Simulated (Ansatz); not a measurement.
# BeSi (built on the sites of a database entry of BaSi): relaxing the cell for a phonon run

Task: relax BeSi (built on the sites of a database entry of BaSi) tightly.

Method: DFT PBEsol, scalar-relativistic, plane waves, PAW, in Ansatz 0.2.0.

The structure was built from a prototype and need not be the compound's stable phase.

## 1. Starting point

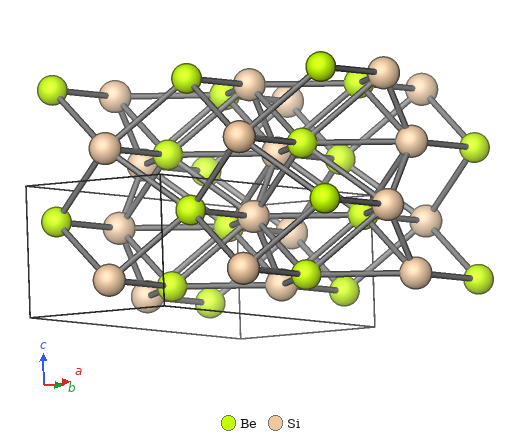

The starting structure, seen from a free direction (beryllium green, silicon light orange). 2×1×2 cells are drawn. This picture shows the conventional cell, with its axes. Some periodic images of atoms are drawn too.

## 2. A coarse first look

A quick single point on a coarse mesh tells whether the cell has a gap and how far it is from rest, which sets the k mesh and smearing that follow.

input.yaml reads:

```yaml
crystal:
  lattice:
    - [1.63501, -3.87908, 0.0]
    - [1.63501, 3.87908, 0.0]
    - [0.0, 0.0, 2.68664]
  atoms:
    - { symbol: Be, position: [0.86, 0.14, 0.25] }
    - { symbol: Be, position: [0.14, 0.86, 0.75] }
    - { symbol: Si, position: [0.562, 0.438, 0.25] }
    - { symbol: Si, position: [0.438, 0.562, 0.75] }
kpoints:
  mp_grid: { grid: [6, 6, 6] }
hamiltonian:
  xc: pbesol
scf:
  occupations: { method: gaussian, width: 0.1 }
output:
  forces: true
  stress: true
  eigenvalues: true
```

Command:

```bash
$ ansatz run input.yaml --threads 8 --pin off --max-ram 14336MiB --backend cpu --events-out ev --progress --plain --runs-dir out
```

Numbers of over 12 decimals in the logs are rounded to 6 here.

Log:

```text
Engine: ansatz 0.2.0, aarch64-unknown-linux-gnu
Pseudopotentials: kind: paw
Pseudopotential: Be, paw, valence charge 2, recommended cutoff 420 eV (normal), Be.paw.azcp
Pseudopotential: Si, paw, valence charge 4, recommended cutoff 420 eV (normal), Si.paw.azcp
Functional definition: PBEsol
  exchange = pbesol_x
  correlation = pbesol_c
Crystal: 4 atoms, lattice volume = 34.079 Å³
[...]
k-point 0: bands = ["-3.7807", "6.0880", "6.4299", "7.8374", "11.6524", "11.9756", "11.9828", "15.5803", "17.9451", "20.9822"]
  k-point 1: bands = ["-3.2619", "6.4231", "6.8924", "8.3161", "8.4824", "12.2123", "12.4788", "17.2182", "18.3842", "19.1392"]
  k-point 2: bands = ["-1.7233", "4.1354", "7.8574", "8.1447", "9.7442", "12.4925", "13.6540", "15.1475", "16.3839", "16.8010"]
  k-point 51: bands = ["1.3863", "1.3863", "6.0016", "6.0016", "11.4265", "11.4265", "16.0233", "16.0233", "20.5576", "20.5577"]
[key lines of the parts left out:]
SCF converged after 7 iterations
Free energy (F): -1409.491222 eV
Fermi energy:    13.081893 eV
P = ⅓ Tr σ = 162.1523 GPa (1621.523 kbar)
```

It took 0.4 s on 8 threads of Arm Neoverse V1, shared host; peak memory 0.31 GiB.

This step gave:

| Quantity | Value |
| --- | --- |
| pressure | 162.2 GPa |
| volume per atom | 8.520 Å³ |
| gap on the k-mesh | 0 eV |

The coarse mesh shows no gap and a pressure of 162.2 GPa.

## 3. Rough relaxation

A rough relaxation comes first, because large forces or stress need no tight tolerances yet.

Changes to input.yaml since step 2:

```diff
@@ -11,3 +11,3 @@
 kpoints:
-  mp_grid: { grid: [6, 6, 6] }
+  mp_grid: { grid: [6, 6, 8] }
 hamiltonian:
@@ -20 +20,6 @@
   eigenvalues: true
+relax:
+  adjacent_minimum: "off"
+  f_tol: 0.05
+  max_steps: 80
+  cell: { stress_tol: 0.5 }
```

Log:

```text
[...]
Crystal: 4 atoms, lattice volume = 34.079 Å³
Basis set: ecut = 420 eV, 673 PW (Γ), exchange–correlation on 60×60×36 points (8 copies of the dense FFT grid, shifted against one another)
Bands: 10, of which v1, the nominal top of the filled ones, is band 6 counted from 1 (5 counted from 0)
Symmetry: 8 space group operations
[...]
k-points: 65 of 288
[...]
cell:  # Å, volume = 45.6681 Å³
    - [1.667171, -4.069514, -2.472151070809294e-17]
    - [1.667171, 4.069514, -2.472151070809294e-17]
    - [-4.062225890287572e-17, 0, 3.365578]
  atoms:
    - { symbol: Be, position: [0.921908, 0.078092, 0.25] }
    - { symbol: Be, position: [0.078092, 0.921908, 0.750000] }
    - { symbol: Si, position: [0.636656, 0.363344, 0.25] }
    - { symbol: Si, position: [0.363344, 0.636656, 0.750000] }
[key lines of the parts left out:]
SCF converged after 3 iterations
Free energy (F): -1422.584129 eV
Fermi energy:    9.455130 eV
P = ⅓ Tr σ = -0.0723 GPa (-0.723 kbar)
```

Run time: 5.6 s. Hardware: 8 threads; peak memory 0.38 GiB; 34 s of CPU time.

The steps of the relaxation:

```csv
step,energy less that of the first step (eV),largest force component (eV/Å),pressure (GPa),volume (Å³)
1,0.0000,27.9450,161.96,34.08
2,-6.8797,13.9569,91.63,36.47
3,-10.5615,5.3800,36.82,41.34
4,-11.8960,0.6641,9.29,46.07
5,-12.1976,0.8020,3.02,47.78
6,-12.5652,0.7825,-1.17,48.47
7,-12.8748,0.4509,-2.00,47.86
8,-12.9473,0.2667,-0.94,46.73
9,-12.9958,0.2843,-0.71,45.93
10,-13.0122,0.1271,0.16,45.29
11,-13.0151,0.0481,0.06,45.50
12,-13.0162,0.0213,0.09,45.42
13*,-13.0383,0.0219,0.43,45.42
14,-13.0388,0.0088,-0.07,45.67
15*,-13.0388,0.0086,-0.07,45.67
```

Relaxation steps marked * repeat the geometry before them on a plane-wave basis chosen anew for their cell, so energy and pressure can jump there.

Forces are held to the 8 operations that the run works with; a distortion that breaks them can't arise in this run.

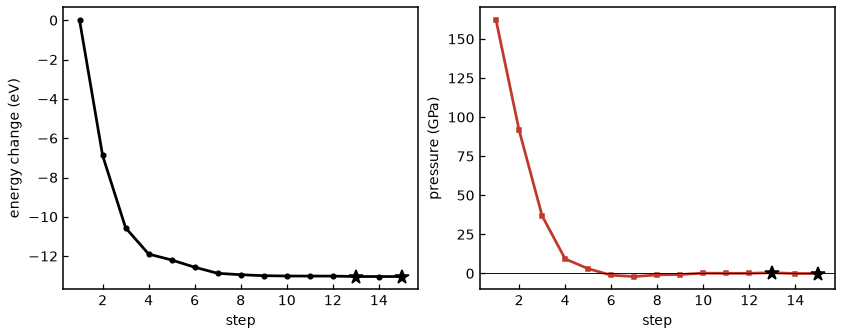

Energy and pressure along the relaxation. Stars mark steps on a basis chosen anew.

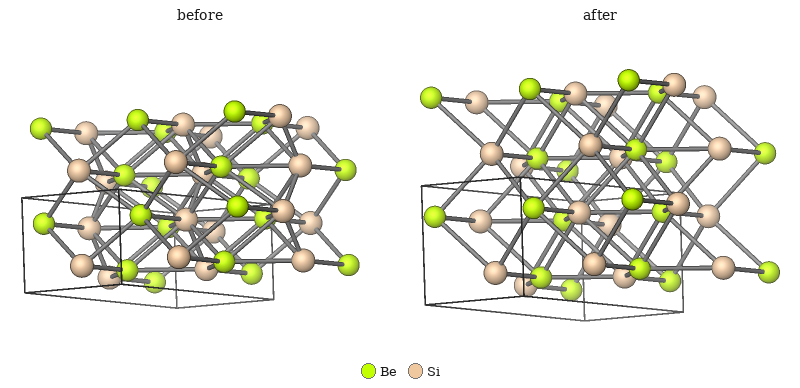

Before and after, at one scale.

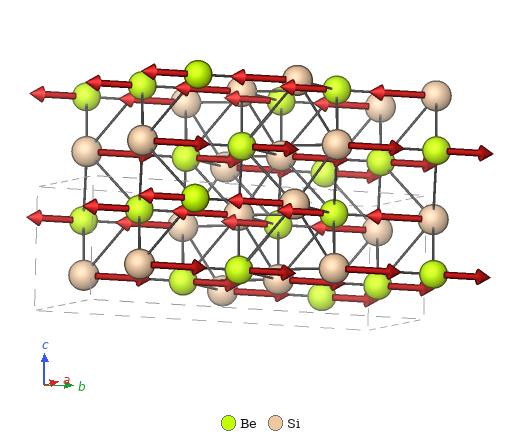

Displacements in the relaxation, exaggerated, measured against the changing cell; the longest in the cell stands for 0.61 Å. 2×1×2 conventional cells are drawn. Some periodic images of atoms are drawn too.

```csv
cell as run,before,after,change
a (Å),4.210,4.398,+4.5 %
b (Å),4.210,4.398,+4.5 %
c (Å),2.687,3.366,+25.3 %
γ (°),134.29,135.44,+0.9 %
volume (Å³/atom),8.52,11.42,+34.0 %
```

The atoms that moved most (Å, as changes of fractional coordinates times the final cell):

```csv
atom,dx,dy,dz,length
Si4,0.000,0.608,0.000,0.608
Si3,0.000,-0.608,0.000,0.608
Be1,0.000,-0.504,0.000,0.504
Be2,0.000,0.504,0.000,0.504
```

Final coordinates:

```xyz
4
Lattice="1.6672 -4.0695 0.0000 1.6672 4.0695 0.0000 0.0000 0.0000 3.3656" Properties=species:S:1:pos:R:3 pbc="T T T"
Be    1.6672   -3.4339    0.8414
Be    1.6672    3.4339    2.5242
Si    1.6672   -1.1122    0.8414
Si    1.6672    1.1122    2.5242
```

This step gave:

```
pressure        : -0.07226 GPa
volume per atom : 11.42 Å³
```

In this step the volume went from 8.52 to 11.42 Å³/atom.

## 4. Relaxation

Harmonic phonons are second derivatives at a point where the forces vanish, and they are wanted at zero stress, so atoms and cell are relaxed first.

input.yaml reads:

```yaml
crystal:
  lattice:
    - [1.6671712996, -4.069514411, 0.0]
    - [1.6671712996, 4.069514411, 0.0]
    - [0.0, 0.0, 3.3655782785]
  atoms:
    - { symbol: Be, position: [0.9219079677, 0.0780920323, 0.25] }
    - { symbol: Be, position: [0.0780920323, 0.9219079677, 0.75] }
    - { symbol: Si, position: [0.6366561965, 0.3633438035, 0.25] }
    - { symbol: Si, position: [0.3633438035, 0.6366561965, 0.75] }
kpoints:
  mp_grid: { grid: [12, 12, 10] }
hamiltonian:
  xc: pbesol
scf:
  occupations: { method: gaussian, width: 0.1 }
output:
  forces: true
  stress: true
  eigenvalues: true
relax:
  adjacent_minimum: "off"
  f_tol: 0.005
  max_steps: 80
  cell: { stress_tol: 0.05 }
```

Log:

```text
[...]
Crystal: 4 atoms, lattice volume = 45.668 Å³
Basis set: ecut = 420 eV, 915 PW (Γ), exchange–correlation on 60×60×48 points (8 copies of the dense FFT grid, shifted against one another)
Bands: 10, of which v1, the nominal top of the filled ones, is band 6 counted from 1 (5 counted from 0)
[... 1 set-up line as in the run before ...]
[...]
k-points: 258 of 1440
[...]
SCF iter   1: F=—  HF=-1422.593112 eV  |F-HF|=—  |Δ(HF+E_count)|=         —  Δρ=2.75e-3  dr2=4.13e-3  ethr=1.77e-3  ⟨swp⟩=5.1  Hψ=18792  notcnv=0
[...]
SCF iter   7: F=-1422.591694 eV  HF=-1422.591694 eV  |F-HF|=1.45e-9  |Δ(HF+E_count)|=   8.71e-8  Δρ=2.07e-6  dr2=2.54e-9  ethr=8.33e-10  ⟨swp⟩=4.6  Hψ=9305  notcnv=0
SCF 1 converged in 7 iterations: F = -1422.591694 eV  dr2 = 2.54e-9
[...]
relax step   1: F+E_penalty+E_count = -1422.59169395 eV  Δ(F+E_penalty+E_count) = +0.000e0 eV  max|allowed force component| = 2.692e-2 eV/Å  Δτ_max = 0.0000 Å  P = -0.040 GPa  Ω = 45.668 Å³  (7 SCF iters, dr2 threshold 1.00e-7 eV, accepted)
Crystal: 4 atoms, lattice volume = 45.711 Å³
Basis set: ecut = 420 eV, 923 PW (Γ), exchange–correlation on 60×60×48 points (8 copies of the dense FFT grid, shifted against one another)
[...]
SCF iter   4: F=-1422.595615 eV  HF=-1422.595615 eV  |F-HF|=1.17e-9  |Δ(HF+E_count)|=   1.07e-6  Δρ=1.41e-5  dr2=4.91e-8  ethr=3.33e-9  ⟨swp⟩=3.1  Hψ=10339  notcnv=0
SCF 2 converged in 4 iterations: F = -1422.595615 eV  dr2 = 4.91e-8
[...]
relax step   2: F+E_penalty+E_count = -1422.59561511 eV  Δ(F+E_penalty+E_count) = -3.921e-3 eV  max|allowed force component| = 1.671e-2 eV/Å  Δτ_max = 0.0023 Å  P = -0.061 GPa  Ω = 45.711 Å³  energy of the carried Pulay correction = -8.043e-6 eV  (4 SCF iters, dr2 threshold 4.00e-7 eV, accepted)
Crystal: 4 atoms, lattice volume = 45.754 Å³
[...]
SCF iter   4: F=-1422.596641 eV  HF=-1422.596641 eV  |F-HF|=8.27e-9  |Δ(HF+E_count)|=   1.99e-6  Δρ=1.66e-5  dr2=5.97e-8  ethr=3.33e-9  ⟨swp⟩=3.6  Hψ=12008  notcnv=0
SCF 3 converged in 4 iterations: F = -1422.596641 eV  dr2 = 5.97e-8
relax step   3: F+E_penalty+E_count = -1422.59664110 eV  Δ(F+E_penalty+E_count) = -1.026e-3 eV  max|allowed force component| = 1.096e-3 eV/Å  Δτ_max = 0.0060 Å  P = +0.004 GPa  Ω = 45.754 Å³  energy of the carried Pulay correction = -1.601e-5 eV  (4 SCF iters, dr2 threshold 4.00e-7 eV, accepted)
[...]
relax step   4: F+E_penalty+E_count = -1422.59665696 eV  Δ(F+E_penalty+E_count) = -1.586e-5 eV  max|allowed force component| = 3.580e-3 eV/Å  Δτ_max = 0.0005 Å  P = +0.031 GPa  Ω = 45.738 Å³  energy of the carried Pulay correction = -1.303e-5 eV  (4 SCF iters, dr2 threshold 9.91e-8 eV, accepted)
[...]
relax step   5: F+E_penalty+E_count = -1422.59668305 eV  Δ(F+E_penalty+E_count) = -2.609e-5 eV  max|allowed force component| = 2.110e-3 eV/Å  Δτ_max = 0.0005 Å  P = +0.019 GPa  Ω = 45.739 Å³  energy of the carried Pulay correction = -1.324e-5 eV  (3 SCF iters, dr2 threshold 1.07e-7 eV, accepted)
[...]
relax step   6: F+E_penalty+E_count = -1422.59671289 eV  Δ(F+E_penalty+E_count) = -2.984e-5 eV  max|allowed force component| = 2.197e-3 eV/Å  Δτ_max = 0.0000 Å  P = +0.019 GPa  Ω = 45.739 Å³  stress off target by 5.09e-2 GPa  SCF on the basis re-selected at this cell (its energy is not comparable with the rows above)  (5 SCF iters)
[...]
relax step   7: F+E_penalty+E_count = -1422.59671468 eV  Δ(F+E_penalty+E_count) = -1.786e-6 eV  max|allowed force component| = 2.952e-4 eV/Å  Δτ_max = 0.0002 Å  P = +0.007 GPa  Ω = 45.747 Å³  energy of the carried Pulay correction = -1.356e-6 eV  (3 SCF iters, dr2 threshold 6.47e-9 eV, accepted)
[...]
SCF iter   4: F=-1422.596716 eV  HF=-1422.596716 eV  |F-HF|=1.36e-12  |Δ(HF+E_count)|=  4.77e-12  Δρ=1.37e-7  dr2=7.31e-12  ethr=1.00e-12  ⟨swp⟩=4.0  Hψ=8118  notcnv=0
SCF 8 converged in 4 iterations: F = -1422.596716 eV  dr2 = 7.31e-12
relax step   8: F+E_penalty+E_count = -1422.59671573 eV  Δ(F+E_penalty+E_count) = -1.052e-6 eV  max|allowed force component| = 2.538e-4 eV/Å  Δτ_max = 0.0000 Å  P = +0.007 GPa  Ω = 45.747 Å³  stress off target by 7.49e-3 GPa  SCF on the basis re-selected at this cell (its energy is not comparable with the rows above)  (4 SCF iters)
[...]
SCF converged after 4 iterations
Free energy (F): -1422.596716 eV
[...]
Internal energy: -1422.591538 eV  (E = F + TS)
E sigma→0 (E₀):  -1422.594127 eV
Entropy (-TS):   -0.005177 eV (-1.294 meV/atom)
Fermi energy:    9.494098 eV
[...]
--- Forces (eV/Å), atoms counted from 1 ---
  atom   1  Be     0.00000000    -0.00025384     0.00000000
  atom   2  Be     0.00000000     0.00025384     0.00000000
  atom   3  Si     0.00000000     0.00002834     0.00000000
  atom   4  Si     0.00000000    -0.00002834     0.00000000
  max |Σ_I F_I| component: 0.00e0 eV/Å
--- Stress (GPa, compression-positive) ---
        0.007293       0.000000       0.000000
        0.000000       0.007494       0.000000
        0.000000       0.000000       0.005375
  P = ⅓ Tr σ = 0.0067 GPa (0.067 kbar)
--- Band table (eV; the first three rows and the last of 258) ---
[...]
--- Relaxed structure (6 steps of the walk, 6 accepted, 2 SCFs on fresh bases) ---
[...]
cell:  # Å, volume = 45.7466 Å³
    - [1.671104, -4.024833, 0.0]
    - [1.671104, 4.024833, 0.0]
    - [0.0, 0.0, 3.400768]
  atoms:
    - { symbol: Be, position: [0.921956, 0.078044, 0.25] }
    - { symbol: Be, position: [0.078044, 0.921956, 0.750000] }
    - { symbol: Si, position: [0.635700, 0.364300, 0.25] }
    - { symbol: Si, position: [0.364300, 0.635700, 0.750000] }
```

It took 8.9 s on 8 threads; peak memory 0.48 GiB.

The steps of the relaxation:

```csv
step,energy less that of the first step (eV),largest force component (eV/Å),pressure (GPa),volume (Å³)
1,0.0000,0.0269,-0.04,45.67
2,-0.0039,0.0167,-0.06,45.71
3,-0.0049,0.0011,0.00,45.75
4,-0.0050,0.0036,0.03,45.74
5,-0.0050,0.0021,0.02,45.74
6*,-0.0050,0.0022,0.02,45.74
7,-0.0050,0.0003,0.01,45.75
8*,-0.0050,0.0003,0.01,45.75
```

Relaxation steps marked * repeat the geometry before them on a plane-wave basis chosen anew for their cell, so energy and pressure can jump there.

The run keeps the 8 symmetry operations that it works with, so distortions that break them were not tested.

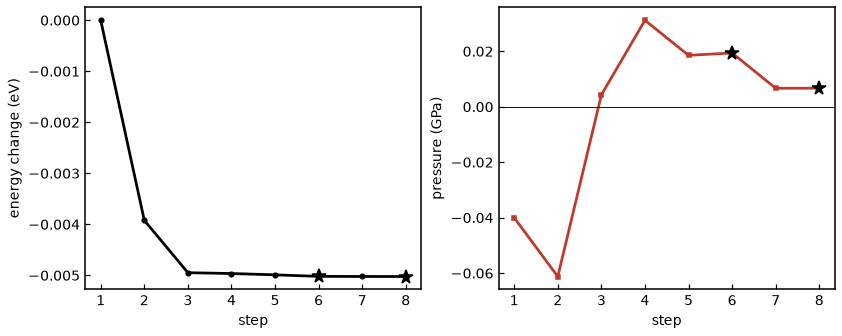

Energy and pressure along the relaxation. Stars mark steps on a basis chosen anew.

```csv
"conventional cell, symmetrised",before,after,change
a (Å),3.334,3.342,+0.2 %
b (Å),8.139,8.050,-1.1 %
c (Å),3.366,3.401,+1.0 %
volume (Å³/atom),11.42,11.44,+0.2 %
```

Numbers from this step:

```yaml
pressure: 0.006720 GPa
volume_per_atom: 11.44 Å³
```

In this step the volume went from 11.42 to 11.44 Å³/atom.

## 5. Tight relaxation

Phonons need a cell at rest on their own settings, so the relaxation is repeated with tight tolerances on forces and stress on the k mesh and occupations of the first response run.

input.yaml reads:

```yaml
crystal:
  lattice:
    - [1.6711044401, -4.0248330093, 0.0]
    - [1.6711044401, 4.0248330093, 0.0]
    - [0.0, 0.0, 3.4007682884]
  atoms:
    - { symbol: Be, position: [0.9219559905, 0.0780440095, 0.25] }
    - { symbol: Be, position: [0.0780440095, 0.9219559905, 0.75] }
    - { symbol: Si, position: [0.6357003626, 0.3642996374, 0.25] }
    - { symbol: Si, position: [0.3642996374, 0.6357003626, 0.75] }
kpoints:
  mp_grid: { grid: [12, 12, 12] }
hamiltonian:
  xc: pbesol
scf:
  occupations: { method: methfessel_paxton, width: 0.15 }
output:
  forces: true
  stress: true
  eigenvalues: true
relax:
  adjacent_minimum: "off"
  f_tol: 0.001
  max_steps: 60
  cell: { stress_tol: 0.01 }
```

Log:

```text
[...]
Crystal: 4 atoms, lattice volume = 45.747 Å³
Basis set: ecut = 420 eV, 923 PW (Γ), exchange–correlation on 60×60×48 points (8 copies of the dense FFT grid, shifted against one another)
Bands: 10, of which v1, the nominal top of the filled ones, is band 6 counted from 1 (5 counted from 0)
[... 1 set-up line as in the run before ...]
[...]
k-points: 301 of 1728
[...]
cell:  # Å, volume = 45.8543 Å³
    - [1.677702, -4.003719, -7.07498812133898e-19]
    - [1.677702, 4.003719, -7.074988121339778e-19]
    - [-1.4397900374448089e-18, 0, 3.413279]
  atoms:
    - { symbol: Be, position: [0.921935, 0.078065, 0.25] }
    - { symbol: Be, position: [0.078065, 0.921935, 0.75] }
    - { symbol: Si, position: [0.634691, 0.365309, 0.25] }
    - { symbol: Si, position: [0.365309, 0.634691, 0.75] }
[key lines of the parts left out:]
SCF converged after 6 iterations
Free energy (F): -1422.592527 eV
Fermi energy:    9.451367 eV
P = ⅓ Tr σ = 0.0001 GPa (0.001 kbar)
```

Elapsed: 7.8 s, on 8 threads; peak memory 0.5 GiB; 56 s of CPU time.

The steps of the relaxation:

```csv
step,energy less that of the first step (eV),largest force component (eV/Å),pressure (GPa),volume (Å³)
1,0.0000,0.0217,0.05,45.75
2,-0.0008,0.0208,-0.03,45.81
3,-0.0011,0.0059,0.05,45.83
4,-0.0011,0.0061,0.01,45.85
5,-0.0011,0.0007,0.00,45.85
6*,-0.0012,0.0007,0.00,45.85
```

Relaxation steps marked * repeat the geometry before them on a plane-wave basis chosen anew for their cell, so energy and pressure can jump there.

Forces are held to the 8 operations that the run works with; a distortion that breaks them can't arise in this run.

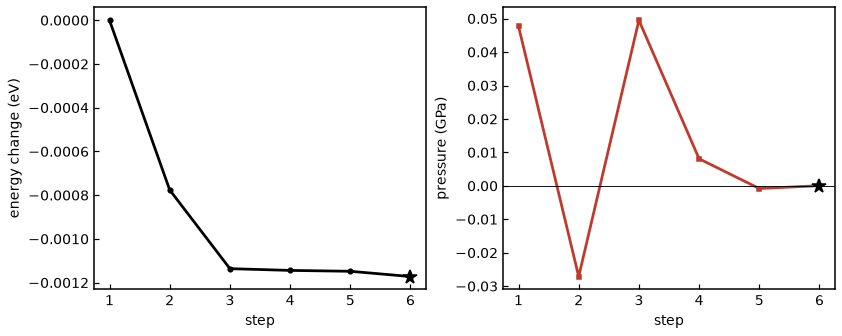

Energy and pressure along the relaxation. Stars mark steps on a basis chosen anew.

```csv
"conventional cell, symmetrised",before,after,change
a (Å),3.342,3.355,+0.4 %
b (Å),8.050,8.007,-0.5 %
c (Å),3.401,3.413,+0.4 %
volume (Å³/atom),11.44,11.46,+0.2 %
```

Final coordinates:

```cif
data_structure
_symmetry_space_group_name_H-M 'P 1'
_symmetry_Int_Tables_number 1
_cell_length_a 4.3410
_cell_length_b 4.3410
_cell_length_c 3.4133
_cell_angle_alpha 90.000
_cell_angle_beta 90.000
_cell_angle_gamma 134.529
_cell_volume 45.85
loop_
_atom_site_label
_atom_site_type_symbol
_atom_site_fract_x
_atom_site_fract_y
_atom_site_fract_z
_atom_site_occupancy
Be1 Be 0.92193 0.07807 0.25000 1
Be2 Be 0.07807 0.92193 0.75000 1
Si3 Si 0.63469 0.36531 0.25000 1
Si4 Si 0.36531 0.63469 0.75000 1
```

This step gave:

| Item | Value |
| --- | --- |
| pressure | 5.35e-5 GPa |
| volume per atom | 11.46 Å³ |

The largest force component left is 0.69 meV/Å and the pressure is 0.000 GPa, within the tolerances set. The cell now holds 11.46 Å³/atom.

## 6. What came out

```
space group after relaxation (within 0.01 Å) : Cmcm
lattice constant a                           : 3.355 Å
lattice constant b                           : 8.007 Å
lattice constant c                           : 3.413 Å
volume per atom                              : 11.5 Å³
```

The largest force component left is 0.69 meV/Å and the pressure is 0.000 GPa, within the tolerances set. The cell now holds 11.46 Å³/atom. The relaxation keeps the symmetry of its start, so it says nothing on stability against lower symmetry. The starting cell was built on a prototype and not taken from a measurement, so the phase need not exist.

[Logs are printed without paths, hosts, clocks, repeated set-up lines and the standing remarks that a program may print on its own settings, such as how far it seeks lower states.]

[Hosts, paths, dates, database ids (printed as entryN), source tags and the programs' standing remarks are cut or masked in the printed files.]
